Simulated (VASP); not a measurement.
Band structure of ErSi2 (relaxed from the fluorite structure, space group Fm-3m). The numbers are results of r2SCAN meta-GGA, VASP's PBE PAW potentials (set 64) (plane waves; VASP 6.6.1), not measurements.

The 4f electrons are frozen in the core of the lanthanide potential, so 4f levels, which can set the real gap, and their magnetism are missing.

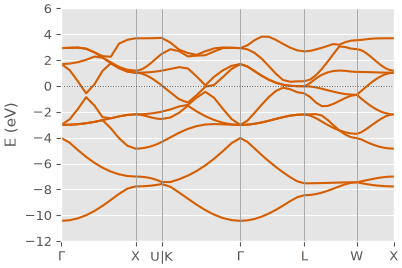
Bands along high-symmetry lines, zero at the valence-band maximum or, without a gap, the Fermi level

**Question.** Read the plot: is there a gap, and where are the band edges?

**Answer.** It has no gap at this level: it comes out as a metal or semimetal.

The structure was generated: ErSi2 was put into the fluorite type (Fm-3m), which need not be its known phase. It was relaxed first, which changed the volume by -9 %. The electron count is odd and the run is not spin-polarised, which forces a metal.
